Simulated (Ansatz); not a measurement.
# Geometry relaxation of CH7AlN2OSi (part 2 of 3)

Continued. System: CH7AlN2OSi, SMILES C=N[SiH](N)[O][AlH2]. Method: RKS PBE-D4/def2-SVP (Ansatz 0.2.0). The run did not end well. It belongs to a series of runs on one base structure; here: end point B relaxed. The run did not end well; see the last part.

Geometry of the input (Å):
```
C  1.2073  -1.1217  -1.3326
N  1.2742  -0.3515  -0.2947
Si -0.1254  -0.0538  0.7930
N  -0.5423  -1.5961  1.5252
O  -1.4075  0.6253  -0.0802
Al -0.9251  2.3785  -0.4568
H  0.2392  -1.5402  -1.6019
H  2.0551  -1.2142  -1.9960
H  0.3423  0.8535  1.9391
H  -0.2387  -1.6764  2.4783
H  -1.5937  -1.7063  1.4732
H  -0.1105  2.6868  -1.7866
H  -1.3086  3.5639  0.5571
```

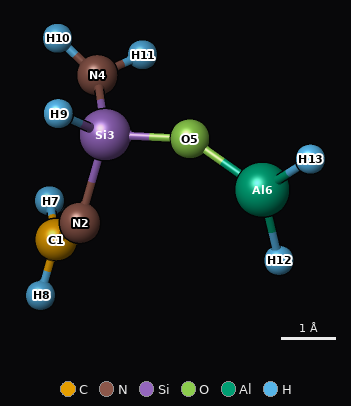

**Figure 1.** The geometry at step 12 of the log (ball-and-stick view, seen at a tilt; atoms are numbered from 1 in the order of the input).

Trajectory as extended XYZ, continued
```
13
Properties=species:S:1:pos:R:3:forces:R:3 step=2 energy=-20630.46393
C     1.1594   -0.9506   -1.4135    0.5045  -1.8089   2.0048
N     1.2821   -0.3070   -0.2990   -0.1815   0.1649  -0.9840
Si   -0.0939   -0.0803    0.8172   -0.1048   0.0027  -0.0448
N    -0.5977   -1.6110    1.5175   -0.4524   0.5160  -0.4381
O    -1.3425    0.6862   -0.0252    0.7531   0.9645   0.0179
Al   -0.9108    2.3971   -0.4491   -0.4208  -0.9804   0.1819
H     0.2545   -1.6321   -1.5800    0.3458   0.7654  -0.6054
H     2.1119   -1.2892   -1.9447   -0.7353   0.7802  -0.2458
H     0.4163    0.8854    1.8749    0.0252  -0.1641  -0.1011
H    -0.2864   -1.7333    2.4824    0.0029  -0.1267   0.1816
H    -1.6277   -1.7090    1.4817    0.3445  -0.0961   0.0746
H    -0.1449    2.6557   -1.8219   -0.0639   0.0074  -0.0104
H    -1.3541    3.5358    0.5766   -0.0171  -0.0250  -0.0311
13
Properties=species:S:1:pos:R:3:forces:R:3 step=3 energy=-20630.73725
C     1.1953   -1.0531   -1.3442    0.3055   0.0044   0.7662
N     1.3029   -0.3388   -0.2746   -0.1521  -0.3502  -0.8807
Si   -0.0753   -0.0747    0.8290   -0.0093  -0.2515  -0.0128
N    -0.6176   -1.5944    1.5197   -0.3322   0.4725  -0.2669
O    -1.3120    0.6991   -0.0194    0.6706   0.6858   0.0488
Al   -0.9197    2.3932   -0.4502   -0.3510  -0.6664   0.0913
H     0.2430   -1.6210   -1.6118    0.6000   0.2661  -0.1646
H     2.1140   -1.2094   -2.0157   -0.8758   0.1451   0.3864
H     0.4524    0.8784    1.8839    0.0067  -0.1108  -0.0807
H    -0.3156   -1.7360    2.4874   -0.0241  -0.1118   0.0793
H    -1.6452   -1.6781    1.4743    0.2156  -0.0998   0.0779
H    -0.1789    2.6556   -1.8351   -0.0457   0.0207  -0.0187
H    -1.3769    3.5271    0.5736   -0.0081  -0.0041  -0.0255
13
Properties=species:S:1:pos:R:3:forces:R:3 step=4 energy=-20630.89229
C     1.2275   -1.0759   -1.2967   -0.0366  -0.7667  -1.0347
N     1.3323   -0.3603   -0.2688    0.0394   0.6766   1.0667
Si   -0.0095   -0.0853    0.8692   -0.0562   0.0032  -0.0300
N    -0.6782   -1.5676    1.4945   -0.0436   0.1055   0.1634
O    -1.1991    0.7651    0.0478    0.2653   0.2265  -0.0102
Al   -0.9723    2.4146   -0.4856   -0.0966  -0.0790   0.0499
H     0.2942   -1.6285   -1.6076    0.1746   0.0003   0.0055
H     2.1068   -1.2095   -1.9858   -0.2046   0.0188   0.0392
H     0.5779    0.8019    1.9392    0.0057  -0.1349   0.0072
H    -0.3616   -1.8321    2.4360   -0.0392  -0.0417  -0.1545
H    -1.7029   -1.6298    1.4613    0.0932   0.0015  -0.0398
H    -0.3521    2.6954   -1.9267   -0.0681  -0.0283  -0.0296
H    -1.3966    3.5600    0.5402   -0.0334   0.0180  -0.0333
13
Properties=species:S:1:pos:R:3:forces:R:3 step=5 energy=-20630.96783
C     1.2595   -1.1488   -1.2599    0.0130  -0.2987  -0.4025
N     1.3496   -0.3516   -0.2775    0.0738   0.2153   0.1746
Si    0.0276   -0.0678    0.8659   -0.1906  -0.1044   0.0919
N    -0.7007   -1.5397    1.4439   -0.0101   0.0339   0.1330
O    -1.1269    0.8405    0.0635    0.2436   0.1746   0.1059
Al   -0.9936    2.4946   -0.4606   -0.1685  -0.0758  -0.1667
H     0.3627   -1.7831   -1.5131    0.1148   0.0274   0.1344
H     2.1152   -1.2639   -1.9746   -0.0768   0.0229   0.0308
H     0.6438    0.7392    1.9740    0.0313  -0.0338   0.0312
H    -0.3777   -1.8906    2.3542   -0.0445   0.0125  -0.1682
H    -1.7235   -1.5837    1.4078    0.0141   0.0008  -0.0350
H    -0.5251    2.7683   -1.9630   -0.0192   0.0047   0.0428
H    -1.4446    3.6345    0.5564    0.0189   0.0206   0.0278
13
Properties=species:S:1:pos:R:3:forces:R:3 step=6 energy=-20631.02842
C     1.2875   -1.2000   -1.2253   -0.0810   0.0954   0.0983
N     1.3593   -0.3251   -0.2953    0.0118  -0.2715  -0.3843
Si    0.0622   -0.0516    0.8765   -0.2533  -0.1125   0.1000
N    -0.7287   -1.5131    1.3968    0.1678  -0.1293   0.3350
O    -1.0640    0.9130    0.1052    0.1484   0.2295   0.0726
Al   -1.0632    2.5517   -0.4747    0.1072  -0.1484  -0.0695
H     0.4365   -1.9251   -1.4004    0.1835   0.1634   0.2528
H     2.1092   -1.2846   -1.9752    0.0417   0.0081  -0.0328
H     0.7150    0.6769    2.0188    0.0107  -0.0290  -0.0158
H    -0.3959   -1.9622    2.2666   -0.1429   0.1797  -0.3969
H    -1.7498   -1.5439    1.3590   -0.0357   0.0193  -0.0343
H    -0.6565    2.8158   -2.0029   -0.1113  -0.0174   0.0979
H    -1.4453    3.6960    0.5680   -0.0470   0.0129  -0.0231
13
Properties=species:S:1:pos:R:3:forces:R:3 step=7 energy=-20631.07456
C     1.3184   -1.2420   -1.1928   -0.1521   0.2076   0.2988
N     1.3761   -0.3107   -0.3127   -0.1323  -0.4225  -0.4363
Si    0.1015   -0.0474    0.8927   -0.1828  -0.0820   0.0763
N    -0.7667   -1.4890    1.3447    0.3129  -0.2881   0.5069
O    -0.9777    1.0033    0.1684    0.2626  -0.0935   0.2108
Al   -1.0390    2.6059   -0.4615   -0.2598   0.1457  -0.3556
H     0.5146   -2.0389   -1.2752    0.2468   0.2796   0.2362
H     2.1011   -1.2978   -1.9809    0.0926  -0.0447  -0.1056
H     0.8032    0.5921    2.0658   -0.0477  -0.0659  -0.0870
H    -0.4339   -2.0329    2.1675   -0.2506   0.3865  -0.5984
H    -1.7881   -1.4904    1.3073   -0.0103   0.0336  -0.0276
H    -0.8485    2.8352   -2.0522    0.0263  -0.0556   0.3008
H    -1.4947    3.7605    0.5460    0.0945  -0.0008  -0.0195
13
Properties=species:S:1:pos:R:3:forces:R:3 step=8 energy=-20631.16179
C     1.3515   -1.2752   -1.1706   -0.0589   0.1727   0.0989
N     1.3556   -0.2662   -0.3858   -0.0238  -0.2748  -0.0560
Si    0.1446   -0.0529    0.8983   -0.0012   0.2064  -0.1882
N    -0.7889   -1.4720    1.2644    0.0351  -0.1225   0.1943
O    -0.8927    1.1040    0.3015    0.0041   0.0948   0.1083
Al   -1.1184    2.6439   -0.4400    0.0188  -0.0747  -0.1108
H     0.6106   -2.1193   -1.1193    0.1054   0.0251   0.0984
H     2.1051   -1.3515   -1.9902   -0.0072  -0.0016  -0.0301
H     0.9166    0.4602    2.0845   -0.0173  -0.0904  -0.0262
H    -0.4974   -2.0386    2.0715   -0.1264   0.0836  -0.1889
H    -1.8105   -1.4009    1.2223    0.1000  -0.0168  -0.0118
H    -0.9505    2.7704   -2.0295   -0.0273  -0.0123   0.1180
H    -1.5593    3.8461    0.5100   -0.0013   0.0105  -0.0059
13
Properties=species:S:1:pos:R:3:forces:R:3 step=9 energy=-20631.19004
C     1.3506   -1.2697   -1.1697    0.1862  -0.1571   0.2081
N     1.3483   -0.2436   -0.4129   -0.2555   0.1305  -0.2305
Si    0.1744   -0.0395    0.9014    0.2403  -0.1041   0.3091
N    -0.8010   -1.4433    1.2228   -0.1215   0.0003  -0.0511
O    -0.8242    1.2009    0.4423   -0.0354   0.0374  -0.0475
Al   -1.1401    2.6506   -0.4303    0.0615  -0.0016   0.0246
H     0.7332   -2.1881   -0.9770   -0.0776   0.0828  -0.0975
H     2.0264   -1.3212   -2.0575    0.0024   0.0030   0.0129
H     0.9909    0.3262    2.1110    0.0028   0.0063  -0.0473
H    -0.5700   -2.0456    2.0167    0.0101   0.0376  -0.0246
H    -1.8161   -1.3396    1.1390    0.0406  -0.0490  -0.0310
H    -0.9815    2.6725   -2.0159   -0.0246  -0.0135  -0.0022
H    -1.6244    3.8882    0.4473   -0.0292   0.0274  -0.0229
13
Properties=species:S:1:pos:R:3:forces:R:3 step=10 energy=-20631.16314 accepted=F
C     1.3984   -1.3076   -1.1075   -0.7463   0.4843  -0.3831
N     1.3161   -0.2015   -0.4618    0.1611  -0.4678  -0.1030
Si    0.2250   -0.0220    0.9303   -0.1087   0.1919   0.0587
N    -0.7995   -1.4170    1.1576   -0.1982   0.1895  -0.0445
O    -0.7430    1.3049    0.5877    0.2178  -0.0973  -0.0882
Al   -1.1549    2.6696   -0.4056    0.0546  -0.2498   0.2836
H     0.7455   -2.2114   -0.8784    0.4801   0.2539   0.0156
H     1.9873   -1.3471   -2.0693    0.0489  -0.1620   0.4713
H     1.1141    0.2064    2.1398   -0.1881  -0.0076  -0.2306
H    -0.6335   -2.0564    1.9360    0.0292   0.0012   0.0623
H    -1.8084   -1.2925    1.0079    0.1905  -0.0530   0.0061
H    -1.0644    2.5742   -1.9925    0.0195  -0.0307  -0.0184
H    -1.7163    3.9484    0.3731    0.0396  -0.0525  -0.0297
13
Properties=species:S:1:pos:R:3:forces:R:3 step=11 energy=-20631.20648
C     1.3515   -1.2721   -1.1665    0.0876  -0.0541   0.0742
N     1.3086   -0.2143   -0.4552    0.0255  -0.0617   0.0226
Si    0.1875   -0.0332    0.9091   -0.0762   0.0149  -0.0545
N    -0.8029   -1.4333    1.2077   -0.0085   0.0297   0.0138
O    -0.8116    1.2286    0.5007   -0.0234   0.0776   0.0234
Al   -1.1485    2.6489   -0.4122    0.0588  -0.0308   0.0277
H     0.6905   -2.1666   -0.9986    0.0725   0.0578  -0.0136
H     2.0934   -1.3639   -1.9998   -0.1363   0.0284  -0.0072
H     1.0432    0.3005    2.0996    0.0038  -0.0512  -0.0484
H    -0.5810   -2.0413    1.9986   -0.0064  -0.0146   0.0104
H    -1.8167   -1.3346    1.1055    0.0501  -0.0174  -0.0260
H    -1.0056    2.6202   -1.9993   -0.0232  -0.0047  -0.0054
H    -1.6420    3.9089    0.4275   -0.0244   0.0263  -0.0170
13
Properties=species:S:1:pos:R:3:forces:R:3 step=12 energy=-20631.22002
C     1.3442   -1.2588   -1.1624   -0.0098  -0.0208   0.0195
N     1.2812   -0.1890   -0.4715   -0.0109  -0.0096  -0.0231
Si    0.1902   -0.0247    0.9199   -0.0099   0.0094   0.0200
N    -0.8025   -1.4246    1.2053   -0.1100   0.0307   0.0007
O    -0.7902    1.2764    0.5859    0.0194  -0.0229   0.0126
Al   -1.1369    2.6476   -0.3963    0.0316  -0.0108   0.0023
H     0.7253   -2.1735   -0.9568    0.0328   0.0270   0.0085
H     2.0418   -1.3369   -2.0318   -0.0311   0.0301   0.0040
H     1.0851    0.2517    2.0944   -0.0204  -0.0514  -0.0096
H    -0.6114   -2.0366    2.0010    0.0088   0.0232   0.0031
H    -1.8111   -1.3578    1.0352    0.1224  -0.0176  -0.0067
H    -0.9741    2.5370   -1.9778   -0.0202   0.0146  -0.0109
H    -1.6751    3.9370    0.3717   -0.0027  -0.0018  -0.0203
13
Properties=species:S:1:pos:R:3:forces:R:3 step=13 energy=-20631.22436
C     1.3319   -1.2398   -1.1637   -0.0313  -0.0611   0.0391
N     1.2543   -0.1611   -0.4875   -0.0573  -0.0051  -0.0422
Si    0.1990   -0.0194    0.9362   -0.0112   0.0676   0.0723
N    -0.8016   -1.4160    1.2033   -0.2921   0.0099  -0.0345
O    -0.7610    1.3187    0.6679    0.0858  -0.0473  -0.0662
Al   -1.1202    2.6408   -0.3856   -0.0072  -0.0476   0.0415
H     0.7605   -2.1780   -0.9147    0.0513   0.1111  -0.0340
H     1.9942   -1.3042   -2.0621   -0.0268   0.0204   0.0368
H     1.1227    0.1872    2.1061   -0.0652  -0.0353  -0.0519
H    -0.6474   -2.0254    2.0097    0.0071   0.0664  -0.0186
H    -1.8014   -1.3765    0.9612    0.3075  -0.0245   0.0507
H    -0.9671    2.4619   -1.9650   -0.0045   0.0074   0.0311
H    -1.6975    3.9595    0.3115    0.0438  -0.0618  -0.0240
13
Properties=species:S:1:pos:R:3:forces:R:3 step=14 energy=-20631.22816
C     1.3327   -1.2287   -1.1618   -0.1274  -0.0409  -0.0818
N     1.2484   -0.1525   -0.4840   -0.0232   0.0125   0.0088
Si    0.1955   -0.0208    0.9421   -0.0144   0.0346   0.0590
N    -0.7976   -1.4211    1.2113   -0.2305  -0.0178  -0.0193
O    -0.7682    1.3120    0.6699    0.0616  -0.0304  -0.0544
Al   -1.1197    2.6286   -0.3908    0.0336  -0.0032   0.0320
H     0.7585   -2.1671   -0.9221    0.0813   0.0797   0.0032
H     1.9794   -1.2805   -2.0722    0.0139   0.0013   0.0625
H     1.1144    0.1829    2.1136   -0.0453  -0.0241  -0.0299
H    -0.6562   -2.0114    2.0344   -0.0009   0.0663  -0.0316
H    -1.7893   -1.3999    0.9412    0.2520  -0.0223   0.0484
H    -0.9696    2.4451   -1.9698   -0.0203  -0.0034   0.0281
H    -1.6620    3.9612    0.3053    0.0196  -0.0523  -0.0251
13
Properties=species:S:1:pos:R:3:forces:R:3 step=15 energy=-20631.23556
C     1.3173   -1.1891   -1.1702   -0.0556  -0.0488  -0.1725
N     1.2349   -0.1286   -0.4697    0.0175   0.0233   0.0669
Si    0.1895   -0.0277    0.9637   -0.0633  -0.0405  -0.0352
N    -0.7864   -1.4371    1.2323   -0.1521  -0.1551   0.1419
O    -0.7770    1.2930    0.6696    0.0305   0.0628   0.0191
Al   -1.0820    2.6064   -0.4048   -0.0766   0.0200  -0.0229
H     0.7524   -2.1348   -0.9454    0.0723   0.0387   0.0174
H     1.9568   -1.2148   -2.0882   -0.0203  -0.0177   0.0787
H     1.0892    0.1621    2.1454    0.0145   0.0092   0.0208
H    -0.6921   -1.9636    2.1102   -0.0767   0.1507  -0.2482
H    -1.7496   -1.4677    0.8736    0.2520  -0.0375   0.1138
H    -1.0242    2.3882   -1.9869    0.0166  -0.0025   0.0447
H    -1.5625    3.9616    0.2876    0.0413  -0.0024  -0.0244
13
Properties=species:S:1:pos:R:3:forces:R:3 step=16 energy=-20631.23220 accepted=F
C     1.2924   -1.1566   -1.1857    0.1893  -0.1245   0.0135
N     1.2095   -0.1041   -0.4724   -0.0570   0.0049   0.0203
Si    0.1785   -0.0283    0.9747   -0.0728  -0.0209  -0.0816
N    -0.7772   -1.4510    1.2426   -0.3392  -0.2199   0.1186
O    -0.7931    1.2933    0.6968   -0.0459   0.0786   0.0146
Al   -1.1093    2.5829   -0.4054    0.1792   0.1208   0.0037
H     0.7662   -2.1206   -0.9444   -0.0049   0.0754  -0.0479
H     1.9484   -1.1778   -2.0926   -0.1146   0.0156   0.0294
H     1.0840    0.1490    2.1534    0.0053   0.0187   0.0218
H    -0.7132   -1.9411    2.1473   -0.1067   0.1823  -0.3726
H    -1.7215   -1.5260    0.8263    0.4811  -0.0171   0.2649
H    -1.0276    2.3337   -1.9843   -0.0816  -0.0127   0.0732
H    -1.4707    3.9946    0.2607   -0.0321  -0.1010  -0.0578
13
Properties=species:S:1:pos:R:3:forces:R:3 step=17 energy=-20631.24182
C     1.3107   -1.1757   -1.1733   -0.0225  -0.0384  -0.1074
N     1.2236   -0.1184   -0.4679   -0.0125   0.0188   0.0188
Si    0.1797   -0.0273    0.9676    0.0027  -0.0147   0.0133
N    -0.7820   -1.4464    1.2349   -0.1239  -0.1001   0.0740
O    -0.7805    1.3009    0.6830    0.0048   0.0553  -0.0002
Al   -1.0797    2.6059   -0.4068   -0.0253  -0.0426   0.0221
H     0.7639   -2.1296   -0.9423    0.0397   0.0284   0.0060
H     1.9449   -1.1943   -2.0941   -0.0103  -0.0088   0.0581
H     1.0805    0.1558    2.1516   -0.0077   0.0053   0.0007
H    -0.7042   -1.9539    2.1227   -0.0472   0.1018  -0.1578
H    -1.7324   -1.5050    0.8521    0.1753  -0.0261   0.0763
H    -1.0402    2.3560   -1.9827    0.0024   0.0058   0.0166
H    -1.5179    3.9797    0.2724    0.0245   0.0154  -0.0205
13
Properties=species:S:1:pos:R:3:forces:R:3 step=18 energy=-20631.24968
C     1.3093   -1.1618   -1.1775   -0.0300  -0.0216  -0.0403
N     1.1928   -0.1051   -0.4757   -0.0077   0.0429   0.0448
Si    0.1641   -0.0257    0.9731   -0.0095  -0.0206  -0.0096
N    -0.7784   -1.4587    1.2371   -0.0582  -0.0402   0.0304
O    -0.7892    1.3139    0.7106    0.0042   0.0217  -0.0069
Al   -1.0758    2.6031   -0.4032    0.0044  -0.0416   0.0178
H     0.7934   -2.1314   -0.9429    0.0282   0.0261   0.0116
H     1.9466   -1.1639   -2.0941    0.0010  -0.0152   0.0017
H     1.0675    0.1454    2.1580   -0.0126  -0.0005  -0.0235
H    -0.7310   -1.9298    2.1443   -0.0324   0.0477  -0.0695
H    -1.7049   -1.5646    0.8129    0.1016  -0.0061   0.0380
H    -1.0998    2.3109   -1.9725   -0.0068   0.0027   0.0205
H    -1.4283    4.0155    0.2470    0.0179   0.0049  -0.0151
13
Properties=species:S:1:pos:R:3:forces:R:3 step=19 energy=-20631.25647
C     1.3067   -1.1342   -1.1806   -0.0371  -0.0108   0.0388
N     1.1560   -0.0802   -0.4800   -0.0197   0.0080   0.0068
Si    0.1429   -0.0266    0.9824   -0.0036  -0.0042  -0.0089
N    -0.7732   -1.4781    1.2401   -0.1711  -0.0794   0.0159
O    -0.8013    1.3261    0.7467   -0.0104  -0.0011  -0.0125
Al   -1.0633    2.5935   -0.4005    0.0088   0.0141  -0.0052
H     0.8371   -2.1250   -0.9347    0.0256   0.0516  -0.0017
H     1.9349   -1.1138   -2.1021    0.0063  -0.0141  -0.0229
H     1.0495    0.1279    2.1669   -0.0183   0.0020  -0.0219
H    -0.7770   -1.8944    2.1776   -0.0517   0.0635  -0.1682
H    -1.6631   -1.6475    0.7522    0.2486   0.0425   0.1452
H    -1.1888    2.2418   -1.9585   -0.0076   0.0223   0.0857
H    -1.2941    4.0582    0.2074    0.0302  -0.0943  -0.0511
13
Properties=species:S:1:pos:R:3:forces:R:3 step=20 energy=-20631.26009
C     1.2974   -1.1113   -1.1827    0.0636  -0.0412   0.1432
N     1.1372   -0.0611   -0.4775   -0.0374  -0.0141  -0.0505
Si    0.1325   -0.0268    0.9914   -0.0123   0.0146  -0.0174
N    -0.7652   -1.4920    1.2371   -0.1799  -0.0887   0.0252
O    -0.8132    1.3267    0.7653   -0.0458   0.0063  -0.0083
Al   -1.0656    2.5812   -0.3999    0.0868   0.0236  -0.0159
H     0.8595   -2.1137   -0.9239   -0.0091   0.0714  -0.0343
H     1.9267   -1.0842   -2.1031   -0.0292   0.0069  -0.0484
H     1.0368    0.1245    2.1781   -0.0245  -0.0005  -0.0249
H    -0.8069   -1.8799    2.1865   -0.0446   0.0524  -0.1862
H    -1.6310   -1.6901    0.7163    0.2574   0.0664   0.1650
H    -1.2528    2.2010   -1.9466   -0.0267   0.0262   0.1062
H    -1.1890    4.0736    0.1761    0.0015  -0.1234  -0.0535
13
Properties=species:S:1:pos:R:3:forces:R:3 step=21 energy=-20631.26468
C     1.3049   -1.0856   -1.1686   -0.0978  -0.0302   0.0106
N     1.1275   -0.0371   -0.4645    0.0087  -0.0515  -0.0676
Si    0.1246   -0.0286    1.0069   -0.0145   0.0337  -0.0209
N    -0.7536   -1.5093    1.2307   -0.2381  -0.1376   0.0797
O    -0.8270    1.3200    0.7808   -0.0559   0.0164   0.0101
Al   -1.0491    2.5610   -0.4060    0.0533   0.1302   0.0050
H     0.8778   -2.0934   -0.9087    0.0643   0.0815  -0.0127
H     1.8981   -1.0438   -2.1138    0.0128   0.0034   0.0377
H     1.0212    0.1235    2.1980   -0.0301  -0.0039  -0.0033
H    -0.8515   -1.8665    2.1913   -0.0264   0.0698  -0.3075
H    -1.5886   -1.7301    0.6656    0.3116   0.0992   0.2411
H    -1.3573    2.1548   -1.9281    0.0022   0.0297   0.1197
H    -1.0606    4.0831    0.1335    0.0100  -0.2406  -0.0920
13
Properties=species:S:1:pos:R:3:forces:R:3 step=22 energy=-20631.27154
C     1.2933   -1.0641   -1.1692    0.1512  -0.0981   0.0838
N     1.1172   -0.0198   -0.4587   -0.0431  -0.0286  -0.1027
Si    0.1194   -0.0289    1.0172   -0.0589   0.0361  -0.0338
N    -0.7459   -1.5199    1.2232   -0.0580  -0.0518   0.1094
O    -0.8406    1.3123    0.7892   -0.0465   0.0217   0.0471
Al   -1.0302    2.5460   -0.4107   -0.0310   0.1420  -0.0400
H     0.8988   -2.0809   -0.8938   -0.0045   0.0998  -0.0564
H     1.8996   -1.0212   -2.1080   -0.0892   0.0246   0.0326
H     1.0071    0.1258    2.2131   -0.0112  -0.0090   0.0013
H    -0.8777   -1.8674    2.1805   -0.0086   0.0289  -0.1920
H    -1.5627   -1.7391    0.6410    0.1178   0.0487   0.1025
H    -1.4507    2.1267   -1.9058    0.0531   0.0429   0.1443
H    -0.9613    4.0783    0.0991    0.0288  -0.2573  -0.0962
```
